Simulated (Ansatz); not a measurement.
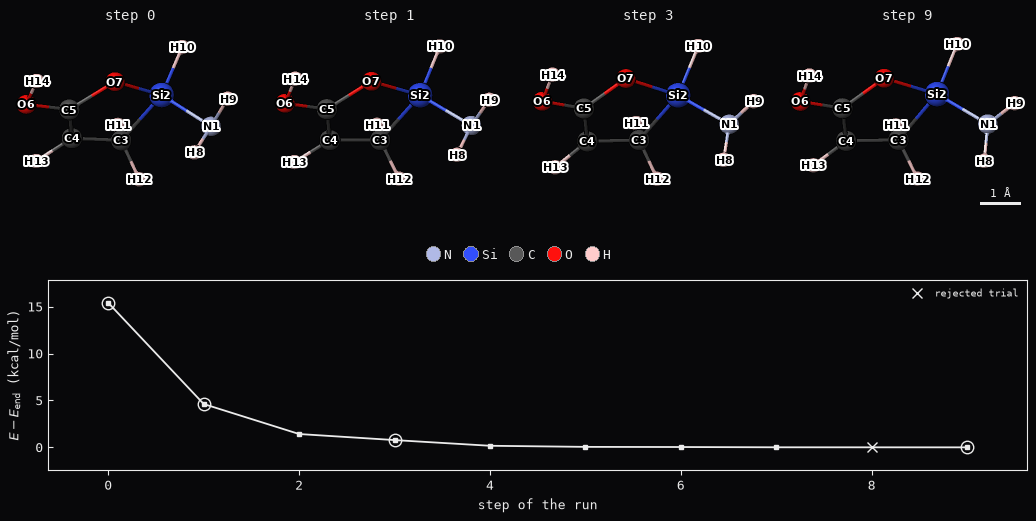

Frames of a relaxation of C3H7NO2Si, marked on the history of the run. Style: ball-and-stick. Shown from a free direction.

The run prepares an end point of a later path (inversion) calculation, from a guessed geometry.

Method: RKS B3LYP-D4/def2-SVP (Ansatz). Settings: no spin polarisation; force threshold 0.015 eV/Å; at most 40 steps.

**What happens along the run?**

The atom that moves furthest after the best rigid fit is H8 (0.43 Å). By element the largest moves are H 0.43 Å, O 0.22 Å, C 0.12 Å, N 0.10 Å, Si 0.08 Å. Among the contacts that change: C3–C4 1.428 → 1.514 Å, N1–H9 1.096 → 1.015 Å, Si2–O7 1.659 → 1.734 Å, C5–O7 1.418 → 1.362 Å. Among the angles between lasting bonds that change: Si2–N1–H8 106.4° → 121.1°, Si2–N1–H9 107.2° → 121.6°, H8–N1–H9 101.5° → 111.4°. The energy falls by 15.4 kcal/mol in 8 accepted moves (9 points after the start). Largest force component: 3.7 eV/Å at the start, 0.0088 eV/Å at the end. The line search rejected the trial step at point 8 of the run. The run took 32 s on 2 threads of Intel(R) Xeon(R) 6975P-C (Granite Rapids), on a shared host, peak memory 0.42 GiB. From step 0 to 1: H8 moves most (0.11 Å), energy −10.8 kcal/mol. From step 1 to 3: H8 moves most (0.26 Å), energy −3.85 kcal/mol. From step 3 to 9: H12 moves most (0.10 Å), energy −0.78 kcal/mol.
